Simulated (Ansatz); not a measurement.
# Starting-point dependence of the GW gap of TiO2 (Rutile)

How much of the starting functional survives in the G0W0 gap of TiO2 (Rutile)?

Main program and level: Ansatz 0.2.0; G0W0 on several functionals, plane waves, PAW.

In doubt: masses and optical values from hybrid runs of this build are listed as unsure (steps 3, 4), which bears on the screening that GW takes from such a start.

### Step 1. Set-up

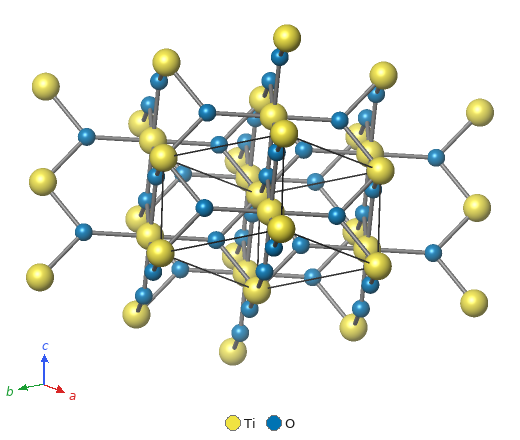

Start, viewed from a free direction; titanium yellow, oxygen blue. 2×2×2 cells are drawn. Some periodic images of atoms are drawn too.

The cell and positions come from the Crystallography Open Database and are kept as given unless a step says otherwise.

### Step 2. G0W0 on PBE

G0W0 replaces the xc potential by the self-energy, built once from these orbitals. Only a window of levels is corrected, while the sums run over the empty bands that the input names. This step takes hard PAW files.

This step: G0W0 on PBE, plane waves, PAW.

The input, input.yaml:

```yaml
crystal:
  lattice:
    - [4.5922, 0.0, 0.0]
    - [0.0, 4.5922, 0.0]
    - [0.0, 0.0, 2.9574]
  atoms:
    - { symbol: Ti, position: [0.0, 0.0, 0.0] }
    - { symbol: Ti, position: [0.5, 0.5, 0.5] }
    - { symbol: O, position: [0.30496, 0.30496, 0.0] }
    - { symbol: O, position: [0.19504, 0.80496, 0.5] }
    - { symbol: O, position: [0.69504, 0.69504, 0.0] }
    - { symbol: O, position: [0.80496, 0.19504, 0.5] }
kpoints:
  mp_grid: { grid: [4, 4, 6] }
hamiltonian:
  xc: pbe
  pseudopotentials: { kind: paw, source: ansatz }
scf:
  occupations: { method: fixed }
gw:
  n_empty_bands: 370
  ecut_chi: 190.0
  qp_bands: [v2, c2]
  qp_kpoints: band_edges
  screening: { model: contour_deformation }
```

Run with:

```bash
$ ansatz run input.yaml --threads 4 --pin off --max-ram 138240MiB --backend cuda --events-out ev --progress --plain --runs-dir out --devices 1 --max-vram 26GiB
```

Numbers of over 12 decimals in the logs are rounded to 6 here.

The log of the run:

```text
GPUs: using 1 of 1 available (devices: 1).
Engine: ansatz 0.2.0, x86_64-unknown-linux-gnu
Pseudopotentials: kind: paw
Pseudopotential: Ti, paw, valence charge 12, recommended cutoff 740 eV (normal), Ti.paw.azcp
Pseudopotential: O, paw, valence charge 6, recommended cutoff 930 eV (normal), O.paw.azcp
Functional definition: PBE
  parameter kappa = 0.804
  parameter beta = 0.066725
  exchange = pbe_x(kappa = kappa, mu = beta*pi^2/3)
  correlation = pbe_c(beta = beta)
device memory: the entry about to start is reckoned to put 1.7 GiB on a device that reports 69.0 GiB free (of which the cap on the GPU budget leaves the run 26.0 GiB)
GPU FFT provider: cuFFT
GPU libraries: cuBLAS 13.8.2, cuFFT 12.4.0, cuSOLVER 12.3.4
Crystal: 6 atoms, lattice volume = 62.367 Å³
Basis set: ecut = 930 eV, 4027 PW (Γ)
Bands: 30, of which v1, the nominal top of the filled ones, is band 24 counted from 1 (23 counted from 0)
Symmetry: 16 space group operations
Space group: P42/mnm (ITA 136), of the structure as read, at distance tolerance 4.0e-5 Å
k-points: 24 of 96
Non-local potential: Ti, projectors of the file, l = 0: 2, l = 1: 2, l = 2: 2, l = 3: 1
Non-local potential: O, projectors of the file, l = 0: 2, l = 1: 2, l = 2: 1
PAW form: soft (Blöchl's): semilocal exchange-correlation on the pseudo side does not see the compensation charge
PAW one-centre angular grid: Ti, 590 points (default); XC on 64 Gauss nodes
PAW one-centre angular grid: O, 110 points (default); XC on 64 Gauss nodes
Initial density: superposition of atomic densities (chi_scale 0.1, normalization cell, long waves kept (reshape's long-wave potential 0.00 eV rms))
Initial wavefunctions: pseudopotential atomic-orbital guess
GPU buffer pool allocated for 104976 grid points (all kernels)
GPU transforms: local potential and band sums: pruned to the plane-wave sphere, on 45×45×30
Functional: x = pbe(κ = 0.804, μ = 0.219515), c = pbe(β = 0.066725)
SCF iter   1: F=—  HF=-7280.265050 eV  |F-HF|=—  |Δ(HF+E_count)|=         —  Δρ=1.40e-1  dr2=1.37e1  ethr=3.10e-3  ⟨swp⟩=4.5  Hψ=2449  notcnv=0  defer=20
preconditioner: auto → Resta (q_TF=auto, 2.612 Å⁻¹)  ε∞=4.0  [insulator: Δε(μ)=4.230 eV  Ē_g=17.999 eV  n_scr=18 (ndim 8)  ℏωp=31.2 eV  f_vac=0.000  ε∞_Penn≈4.0]
SCF iter   2: F=—  HF=-7277.931247 eV  |F-HF|=—  |Δ(HF+E_count)|=    2.33e0  Δρ=9.59e-2  dr2=3.39e0  ethr=3.10e-3  ⟨swp⟩=3.0  Hψ=1742  notcnv=0  defer=56
SCF iter   3: F=—  HF=-7277.473280 eV  |F-HF|=—  |Δ(HF+E_count)|=   4.58e-1  Δρ=3.10e-2  dr2=4.18e-1  ethr=3.10e-3  ⟨swp⟩=2.5  Hψ=1412  notcnv=0  defer=6
SCF iter   4: F=—  HF=-7277.513720 eV  |F-HF|=—  |Δ(HF+E_count)|=   4.04e-2  Δρ=1.99e-2  dr2=2.63e-1  ethr=8.71e-4  ⟨swp⟩=3.2  Hψ=1337  notcnv=0  defer=49
SCF iter   5: F=—  HF=-7277.484556 eV  |F-HF|=—  |Δ(HF+E_count)|=   2.92e-2  Δρ=1.20e-2  dr2=1.05e-1  ethr=5.48e-4  ⟨swp⟩=2.0  Hψ=773  notcnv=0  defer=91
SCF iter   6: F=—  HF=-7277.465425 eV  |F-HF|=—  |Δ(HF+E_count)|=   1.91e-2  Δρ=6.66e-4  dr2=3.83e-4  ethr=2.18e-4  ⟨swp⟩=2.0  Hψ=1048  notcnv=0  defer=88
SCF iter   7: F=—  HF=-7277.465559 eV  |F-HF|=—  |Δ(HF+E_count)|=   1.34e-4  Δρ=1.80e-4  dr2=1.94e-5  ethr=7.98e-7  ⟨swp⟩=2.0  Hψ=1485  notcnv=0  defer=96
SCF iter   8: F=—  HF=-7277.465569 eV  |F-HF|=—  |Δ(HF+E_count)|=   1.01e-5  Δρ=6.42e-5  dr2=2.77e-6  ethr=4.03e-8  ⟨swp⟩=2.1  Hψ=978  notcnv=0  defer=2
SCF iter   9: F=-7277.465569 eV  HF=-7277.465569 eV  |F-HF|=4.55e-8  |Δ(HF+E_count)|=   1.29e-7  Δρ=1.14e-5  dr2=8.47e-8  ethr=2.08e-10  ⟨swp⟩=4.2  Hψ=2799  notcnv=0
SCF 1 converged in 9 iterations: F = -7277.465569 eV  dr2 = 8.47e-8
  greatest PAW one-centre occupation: 0.932 electrons in one spin orbital (limit 2), on the Ti atom at site 1 (counted from 0), in its partial waves of l = 0
device memory: the entry about to start is reckoned to put 1.6 GiB (of the 1.8 GiB reckoned in all, the device holds 0.2 GiB already) on a device that reports 62.2 GiB free (of which the cap on the GPU budget leaves the run 25.8 GiB)
NSCF: frozen V_eff on 24 k-points, pencils in batches of 32, up to order 120
the band table was solved once the SCF had ended and its energy, with any forces and stress, was formed, with the checks that follow a solve (3186 applications of the Hamiltonian). They found nothing against the state; the energy, forces and stress were not computed again (output.eigenvalues in the input reference)
device memory: the entry about to start is reckoned to put 6.7 GiB on a device that reports 78.0 GiB free (of which the cap on the GPU budget leaves the run 26.0 GiB)
NSCF: frozen V_eff on 24 k-points
G₀W₀ screening: q 1/24
[... further progress lines ...]
SCF converged after 9 iterations
Free energy (F): -7277.465569 eV
Harris-Foulkes:  -7277.465569 eV  (|F-HF|=4.55e-8)
Internal energy: -7277.465569 eV  (E = F + TS)
E sigma→0 (E₀):  -7277.465569 eV
Fermi energy:    9.070438 eV
--- Per-component energies (eV) ---
  E_band       = -394.106505
  E_kinetic    = 1940.245355
  E_local      = -4527.053688  (includes V_loc(G=0)·N_el)
  E_nonlocal   = 950.325837
  E_hartree    = 1204.389898
  E_xc         = -706.012873
  E_vxc        = -914.005300  (∫ρ·V_xc dr)
  E_paw        = -2542.265259  (= ΣΔE_a)
  E_vpaw       = -252.406140  (= ΣTr[D̂ρ^β])
  E_aug_tail   = -0.000015  (compensation charges beyond the density's cutoff)
  E_ewald      = -3597.094824
  E_smearing   = -0.000000  (= −TS)
  E_closure    = 0.000000  (closes the sum)
  Σ components = -7277.465569   (vs F -7277.465569, Δ=0.00e0)
--- Band table (eV; the first three rows and the last of 24) ---
  k-point 0: bands = [... 20 lower, 8.3698, 8.6284, 8.6284, 9.0704, 10.9612, 11.2700, 11.4962, 11.5868, ... 2 higher]
  k-point 1: bands = [... 20 lower, 7.3803, 8.1074, 8.1074, 8.9103, 11.3471, 11.4871, 11.5285, 11.9202, ... 2 higher]
  k-point 2: bands = [... 20 lower, 7.0442, 7.5049, 7.5049, 8.0907, 11.4351, 11.8131, 12.2343, 12.5054, ... 2 higher]
  k-point 23: bands = [... 20 lower, 7.7911, 7.7911, 8.3994, 8.3994, 11.6781, 11.6781, 12.3022, 12.3022, ... 2 higher]
--- G₀W₀: contour deformation, 7 samples at zero and on the imaginary axis and 1 off it, 96 q-points, 370 empty bands' worth ---
  eigenvalues of the whole cell's RPA ε∞ on this k-mesh (on a slab, of 1 + 4πα/V) = 7.1652, 7.1652, 8.5896; static W/v taken at q = 0 is 0.130735
  bands read: the sum over 394 bands ends inside a degenerate multiplet in 1 slot, whose members it reads at an even weight; the widest, k=2: bands 394 to 395 (counted from 1) at 1/2 each
  gw.qp_kpoints: band_edges: 19 of 24 stored k-points solved, in 1 pass; an edge of the gap read off the rows below is read off those points alone
    valence top: of the k-points left out ik 8 came nearest to being solved in a further pass, in band 23 (counted from 1, as in the quasiparticle table): it holds the edge there only if its correction is more favourable than any solved in that band by at least 0.742 eV; those differ by 0.120 eV
    conduction bottom: of the k-points left out ik 7 came nearest to being solved in a further pass, in band 26 (counted from 1, as in the quasiparticle table): it holds the edge there only if its correction is more favourable than any solved in that band by at least 0.510 eV; those differ by 0.182 eV
    ik  band        ε_KS         Σx   Σc(E_QP)       V_xc       Z   E_QP_lin       E_QP  E_QP is
     0    23      8.6284   -26.1729     4.2193   -21.5576  0.7133     8.2292     8.2323  root
     0    24      9.0704   -26.1088     4.4166   -21.3269  0.7012     8.7023     8.7051  root
     0    25     10.9612   -13.4030    -7.2230   -21.6946  0.7161    12.0564    12.0297  root
     0    26     11.2700   -13.3754    -6.9478   -21.3069  0.7170    12.2764    12.2536  root
     1    23      8.1074   -25.4852     3.8849   -21.2380  0.7117     7.7423     7.7450  root
     1    24      8.9103   -26.0232     4.5962   -21.0314  0.6995     8.5112     8.5146  root
     1    25     11.3471   -13.3040    -7.5544   -21.8779  0.7021    12.3940    12.3666  root
     1    26     11.4871   -13.8190    -7.1662   -22.0297  0.7119    12.5586    12.5316  root
     2    23      7.5049   -25.8078     4.7705   -20.5552  0.6937     7.0163     7.0228  root
     2    24      8.0907   -24.6230     4.4447   -19.7664  0.6917     7.6742     7.6788  root
     2    25     11.4351   -13.8944    -7.2260   -22.0934  0.6996    12.4328    12.4080  root
     2    26     11.8131   -13.9132    -7.7770   -22.8163  0.7017    12.9747    12.9392  root
     3    23      7.6483   -25.7588     4.7192   -20.5650  0.6943     7.1677     7.1738  root
     3    24      7.6483   -25.7588     4.7192   -20.5650  0.6943     7.1677     7.1738  root
     3    25     12.0533   -14.5784    -7.2900   -22.8181  0.6832    13.0322    13.0030  root
     3    26     12.0533   -14.5784    -7.2900   -22.8181  0.6832    13.0322    13.0030  root
     4    23      8.2526   -25.5997     4.2882   -20.9326  0.7015     7.8703     7.8736  root
     4    24      8.8382   -25.9330     4.5095   -21.0324  0.6999     8.4437     8.4471  root
     4    25     11.2595   -13.7465    -7.1188   -21.8923  0.7104    12.3127    12.2864  root
     4    26     11.5929   -13.6085    -7.0312   -21.5924  0.7062    12.5693    12.5456  root
     5    23      8.0250   -25.2519     4.2128   -20.6532  0.6996     7.6356     7.6392  root
     5    24      8.7020   -25.7734     4.4997   -20.8796  0.6988     8.3043     8.3079  root
     5    25     11.4676   -13.5749    -7.4319   -22.0232  0.7015    12.5115    12.4840  root
     5    26     11.7841   -14.4427    -7.1456   -22.5936  0.6973    12.8181    12.7895  root
[...]
21    23      7.6815   -26.1469     4.2609   -21.4256  0.7158     7.2167     7.2211  root
    21    24      7.6815   -26.1469     4.2609   -21.4256  0.7158     7.2167     7.2211  root
    21    25     11.4508   -13.9821    -7.2374   -22.2789  0.7081    12.5386    12.5101  root
    21    26     11.4508   -13.9821    -7.2374   -22.2789  0.7081    12.5386    12.5101  root
    23    23      8.3994   -26.2325     4.4671   -21.3291  0.7072     7.9591     7.9632  root
    23    24      8.3994   -26.2325     4.4671   -21.3291  0.7072     7.9591     7.9632  root
    23    25     11.6781   -13.8499    -7.1608   -21.9550  0.6965    12.6468    12.6223  root
    23    26     11.6781   -13.8499    -7.1608   -21.9550  0.6965    12.6468    12.6223  root
```

It took 38 s on 1 × NVIDIA H100 80GB HBM3 (shared by 3 runs) with 4 threads of AMD EPYC 7R13 (Zen 3), shared host; peak memory 2.3 GiB; 75 s of CPU time.

Numbers from this step:

```yaml
bands_summed: 394
rpa_eps_infinity_on_this_mesh_eigenvalues: 7.165, 7.165, 8.590
plane_waves_in_the_screening_matrix: 351
q_points_in_the_mesh: 96
g0w0_gap_on_the_mesh: 3.269 eV
k_of_the_valence_top: 0, 0, 0
k_of_the_conduction_bottom: 0, -0.5, -0.5
starting_gap_on_the_mesh: 1.891 eV
z_at_the_valence_top: 0.7012
z_at_the_conduction_bottom: 0.7147
least_direct_g0w0_gap_on_the_computed_points: 3.325 eV
```

The gap on the mesh goes from 1.89 eV to 3.27 eV, a correction of +1.38 eV, though a band edge has moved to another state.

### Step 3. G0W0 on HSE06

One-shot GW remembers its start. Another functional's orbitals and levels show by how much.

This step: G0W0 on HSE06, plane waves, PAW.

Changes to input.yaml since step 2:

```diff
@@ -15,3 +15,3 @@
 hamiltonian:
-  xc: pbe
+  xc: hse06
   pseudopotentials: { kind: paw, source: ansatz }
```

The log of the run:

```text
GPUs: using 1 of 1 available (devices: 1).
[...]
davidson cushion auto → on  (no smearing: the cushion is to keep the highest requested band from converging to the state above it; pin scf.eigensolver.cushion to override)
[...]
GPU FFT provider: cuFFT
GPU libraries: cuBLAS 13.8.2, cuFFT 12.4.0, cuSOLVER 12.3.4
Crystal: 6 atoms, lattice volume = 62.367 Å³
Basis set: ecut = 930 eV, 4027 PW (Γ)
Bands: 30, of which v1, the nominal top of the filled ones, is band 24 counted from 1 (23 counted from 0)
[... 1 set-up line as in the run before ...]
[...]
k-points: 24 of 96
[...]
GPU buffer pool allocated for 104976 grid points (all kernels)
[...]
SCF iter   1: F=—  HF=-7280.216351 eV  |F-HF|=—  |Δ(HF+E_count)|=         —  Δρ=1.40e-1  dr2=1.38e1  ethr=1.00e-1  ⟨swp⟩=3.6  Hψ=2090  notcnv=0
[...]
SCF iter   7: F=-7277.458549 eV  HF=-7277.458690 eV  |F-HF|=1.41e-4  |Δ(HF+E_count)|=   1.42e-3  Δρ=4.85e-4  dr2=1.60e-4  ethr=1.56e-5  ⟨swp⟩=3.0  Hψ=1721  notcnv=0
SCF 1 stopped early in 7 iterations: F = -7277.458549 eV  dr2 = 1.60e-4
[...]
GPU FFT provider: cuFFT
GPU libraries: cuBLAS 13.8.2, cuFFT 12.4.0, cuSOLVER 12.3.4
[...]
GPU buffer pool allocated for 104976 grid points (all kernels)
[...]
Free energy (F): -7276.005549 eV
Frozen-core exchange: fock
[...]
Internal energy: -7276.005549 eV  (E = F + TS)
E sigma→0 (E₀):  -7276.005549 eV
Fermi energy:    8.121176 eV
[...]
--- Band table (eV; the first three rows and the last of 24) ---
  k-point 0: bands = [... 20 lower, 7.3657, 7.6816, 7.6816, 8.1212, 11.5097, 11.8372, 12.1152]
  k-point 1: bands = [... 20 lower, 6.3156, 7.1451, 7.1451, 7.9383, 11.9584, 12.0735, 12.1260]
  k-point 2: bands = [... 20 lower, 5.9670, 6.3644, 6.3644, 7.0904, 12.0157, 12.4637, 12.9790]
  k-point 23: bands = [... 20 lower, 6.7658, 6.7658, 7.3690, 7.3690, 12.2810, 12.2810, 12.9870]
  guard bands above this table: 3 of the run's 30 bands. The solve was not asked for them (output.publish_guard_bands: true or output.eigenvalues: true publishes all)
[...]
0    23      7.6816   -26.3137     3.8686   -22.5978  0.7604     7.8340     7.8343  root
     0    24      8.1212   -26.3372     4.1216   -22.4106  0.7503     8.3157     8.3162  root
     0    25     11.5097   -12.8167    -6.6394   -19.9304  0.7624    11.9869    11.9839  root
     0    26     11.8372   -12.8012    -6.3899   -19.6247  0.7643    12.2732    12.2707  root
     1    23      7.1451   -25.7476     3.6686   -22.2197  0.7590     7.2855     7.2859  root
     1    24      7.9383   -26.1881     4.2163   -22.1554  0.7493     8.1214     8.1219  root
     1    25     11.9584   -12.6769    -6.9767   -20.0578  0.7501    12.3652    12.3627  root
     1    26     12.0735   -13.2699    -6.5668   -20.3084  0.7599    12.5483    12.5452  root
[...]
23    23      7.3690   -26.3160     4.0655   -22.3923  0.7550     7.5106     7.5109  root
    23    24      7.3690   -26.3160     4.0655   -22.3923  0.7550     7.5106     7.5109  root
    23    25     12.2810   -13.0907    -6.7094   -20.1907  0.7469    12.6739    12.6716  root
    23    26     12.2810   -13.0907    -6.7094   -20.1907  0.7469    12.6739    12.6716  root
```

It took 2.8 min on 1 × NVIDIA H100 80GB HBM3 (shared by 3 runs) with 4 threads; peak memory 2.8 GiB.

This step gave:

- bands summed: 394
- RPA ε∞ on this mesh (eigenvalues): 4.938, 4.938, 5.782
- plane waves in the screening matrix: 351
- q-points in the mesh: 96
- G0W0 gap on the mesh: 3.633 eV
- k of the valence top: 0, 0, 0
- k of the conduction bottom: 0, -0.5, -0.5
- starting gap on the mesh: 3.389 eV
- Z at the valence top: 0.7503
- Z at the conduction bottom: 0.7613
- least direct G0W0 gap on the computed points: 3.668 eV

Against the run with 4×4×6 mesh, 370 empty bands, screening to 190 eV, hard PAW files on PBE, the gap moves by +0.36 eV, while the start moved by +1.50 eV.

### Step 4. G0W0 on PBE0

This step: G0W0 on PBE0, plane waves, PAW.

Changes to input.yaml since step 3:

```diff
@@ -15,3 +15,3 @@
 hamiltonian:
-  xc: hse06
+  xc: pbe0
   pseudopotentials: { kind: paw, source: ansatz }
```

The log of the run:

```text
GPUs: using 1 of 1 available (devices: 1).
[...]
GPU FFT provider: cuFFT
GPU libraries: cuBLAS 13.8.2, cuFFT 12.4.0, cuSOLVER 12.3.4
Crystal: 6 atoms, lattice volume = 62.367 Å³
Basis set: ecut = 930 eV, 4027 PW (Γ)
Bands: 30, of which v1, the nominal top of the filled ones, is band 24 counted from 1 (23 counted from 0)
[... 1 set-up line as in the run before ...]
[...]
k-points: 24 of 96
[...]
1    25     12.3251   -12.6625    -6.8021   -19.6583  0.7652    12.5192    12.5187  root
     1    26     12.4428   -13.2659    -6.4013   -19.9160  0.7742    12.6923    12.6916  root
[...]
23    23      6.9780   -26.3221     3.9238   -22.7935  0.7694     7.3715     7.3731  root
    23    24      6.9780   -26.3221     3.9238   -22.7935  0.7694     7.3715     7.3731  root
    23    25     12.6544   -13.0717    -6.5392   -19.7838  0.7626    12.8276    12.8272  root
    23    26     12.6544   -13.0717    -6.5392   -19.7838  0.7626    12.8276    12.8272  root
[key lines of the parts left out:]
Free energy (F): -7276.834180 eV
Fermi energy:    7.722709 eV
```

It took 1.9 min on 1 × NVIDIA H100 80GB HBM3 (shared by 3 runs) with 4 threads; peak memory 2.7 GiB.

Numbers from this step:

* bands summed: 394
* RPA ε∞ on this mesh (eigenvalues): 4.555, 4.555, 5.310
* plane waves in the screening matrix: 351
* G0W0 gap on the mesh: 3.911 eV
* k of the valence top: 0, 0, 0
* k of the conduction bottom: 0, -0.5, -0.5
* starting gap on the mesh: 4.149 eV
* least direct G0W0 gap on the computed points: 3.946 eV

Against the run with 4×4×6 mesh, 370 empty bands, screening to 190 eV, hard PAW files on HSE06, the gap moves by +0.28 eV, while the start moved by +0.76 eV.

### Step 5. Side by side

All on the 4×4×6 mesh with 370 empty bands and screening to 190 eV. Times are wall times on 1 × NVIDIA H100 80GB HBM3 (shared by 3 runs) with 4 threads of AMD EPYC 7R13 (Zen 3), shared host, good to a factor of about two.

| start | starting gap (eV) | shift (eV) | G0W0 gap (eV) | RPA ε∞ (harmonic mean) | Z (valence, conduction) | time |
| --- | --- | --- | --- | --- | --- | --- |
| PBE | 1.89 | +1.38 | 3.27 | 7.58 | 0.70, 0.71 | 38 s |
| HSE06 | 3.39 | +0.24 | 3.63 | 5.19 | 0.75, 0.76 | 2.8 min |
| PBE0 | 4.15 | −0.24 | 3.91 | 4.78 | 0.76, 0.78 | 1.9 min |

The parts of the quasiparticle energy at the two band edges (eV; QP = start + Σx + Σc − Vxc):

| run | edge | start | Σx | Σc | Vxc | Z | QP |
| --- | --- | --- | --- | --- | --- | --- | --- |
| PBE | valence top | 9.07 | -26.11 | 4.42 | -21.33 | 0.70 | 8.71 |
| PBE | conduction bottom | 11.00 | -13.12 | -7.10 | -21.19 | 0.71 | 11.97 |
| HSE06 | valence top | 8.12 | -26.34 | 4.12 | -22.41 | 0.75 | 8.32 |
| HSE06 | conduction bottom | 11.54 | -12.45 | -6.58 | -19.44 | 0.76 | 11.95 |
| PBE0 | valence top | 7.72 | -26.35 | 3.98 | -22.82 | 0.76 | 8.18 |
| PBE0 | conduction bottom | 11.90 | -12.43 | -6.42 | -19.04 | 0.78 | 12.09 |

For a hybrid start, Vxc holds its share of exact exchange. Where G0W0 reorders the edges (PBE, HSE06 and PBE0), the two states listed lie further apart at the start than the starting gap.

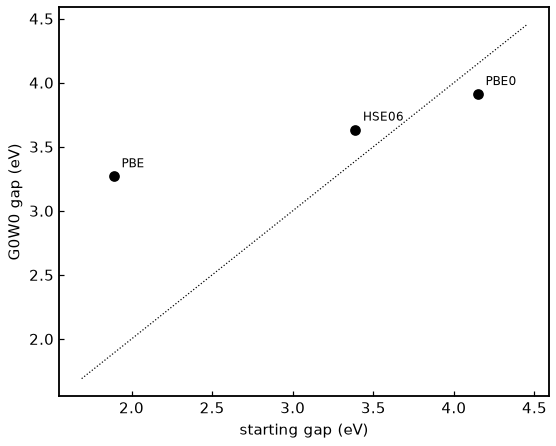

G0W0 gap against starting gap; on the dotted line the correction would vanish.

### Step 6. Results

```yaml
g0w0_pbe: 3.27 eV (start 1.89 eV)
g0w0_hse06: 3.63 eV (start 3.39 eV)
g0w0_pbe0: 3.91 eV (start 4.15 eV)
known_limits: not at the basis limit
```

**Reading.** The starting gaps span 2.26 eV and the G0W0 gaps 0.64 eV. Between PBE and PBE0, 0.64 eV of the 2.26 eV survives, 28 %. PBE0 screens less than PBE (ε∞ 4.78 against 7.58). Of the 0.64 eV by which its G0W0 gap is higher, the correlation part gives +1.11 eV, and exchange with the one-particle terms, which follow the orbitals, −0.47 eV. On PBE0 the correction is negative: that start lies above its own G0W0 value. The smallest correction, −0.24 eV, is on PBE0, the start nearest to reproducing itself, though another is as near within the errors. Bands and cutoff are finite, so the gap is not at the basis limit. The miss can reach some tenths of an eV and take either sign; the mesh is an error of its own. The program warns that the mesh is coarse for exact exchange, which bears on the hybrid start's gap.

[Paths, hosts, dates, memory and timing lines, banners, echoed tables and standing remarks are left out of the program output.]

[Logs are printed without paths, hosts, clocks, repeated set-up lines and the standing remarks that a program may print on its own settings, such as how far it seeks lower states.]

[Runs of the session that timed out or met a known fault of the program may be left out.]

[Cells called generated may have been cut or substituted from an entry of the Crystallography Open Database or the Materials Project.]

[Hosts, paths, dates, database ids (printed as entryN), source tags and the programs' standing remarks are cut or masked in the printed files.]
